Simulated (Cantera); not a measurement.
A closed system holds: 1 mol HI, a varied amount of O₂, 21 mol N₂, held at 1225 K and 0.00310 bar.

Cantera equilibrium calculation (NASA polynomials, part measured and part estimated; ideal gas, pure solids and liquids). Candidate condensed phases: H₂O, I₂; 27 gas species. Rates play no part.

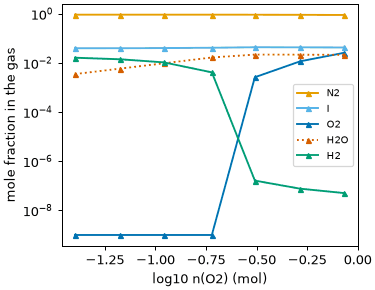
Equilibrium gas composition (values under 1e-9 drawn at 1e-9)

### Question
Read off the mole fractions at 0.31 mol O₂.

### Answer
N₂ about 0.93, I about 0.044, H₂O about 0.022, O₂ about 0.0026, H₂ about 1.6e-7.
